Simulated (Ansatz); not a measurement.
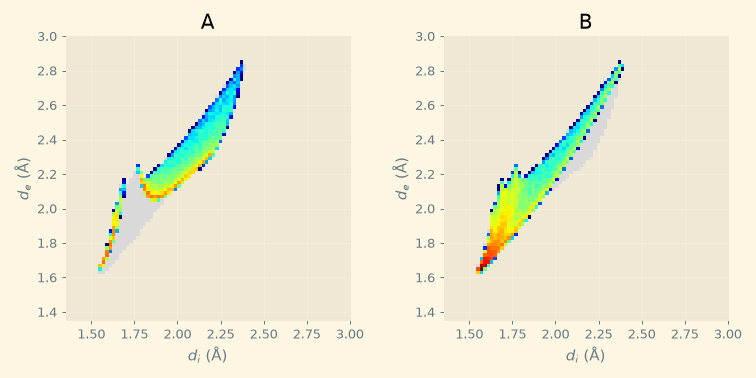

Fingerprint plots of the Hirshfeld surface computed for one As2 unit (covalently bonded non-metal atoms) in As2Pb (P4/mmm), each panel colouring one kind of contact over the whole plot in grey. The kinds are As···As, As···Pb, in shuffled order.

The surface is where the fragment's share of the procrystal density (the sum of the densities of spherically averaged neutral Hartree-Fock atoms) equals one half. d_i and d_e are the distances from the surface to the nearest nucleus inside and outside. From Rb on the atoms have core potentials, so only their outer electrons count.

The cell is taken from the end point of a relaxation with DFT PBE, scalar-relativistic, plane waves, PAW in Ansatz 0.2.0; the starting structure was generated, so it need not be a known form of this composition.

```cif
data_structure
_symmetry_space_group_name_H-M 'P 1'
_symmetry_Int_Tables_number 1
_cell_length_a 3.9027
_cell_length_b 3.9027
_cell_length_c 5.5029
_cell_angle_alpha 90.000
_cell_angle_beta 90.000
_cell_angle_gamma 90.000
_cell_volume 83.82
loop_
_atom_site_label
_atom_site_type_symbol
_atom_site_fract_x
_atom_site_fract_y
_atom_site_fract_z
_atom_site_occupancy
As1 As 0.50000 0.50000 0.70822 1
As2 As 0.50000 0.50000 0.29178 1
Pb1 Pb 0.00000 0.00000 0.00000 1
```

> Which panel shows which contact, and what share of the surface does each take?

A: As···As, 38 % of the area, smallest d_i + d_e about 3.2 Å. B: As···Pb, 62 % of the area, smallest d_i + d_e about 3.2 Å.

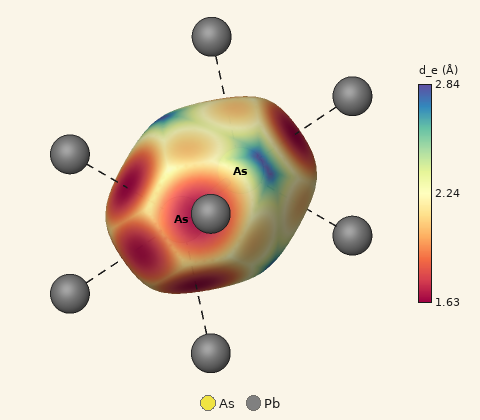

Hirshfeld surface computed for one As2 unit (covalently bonded non-metal atoms) in As2Pb (P4/mmm), coloured by d_e. Dashed lines lead to the closest neighbours outside.
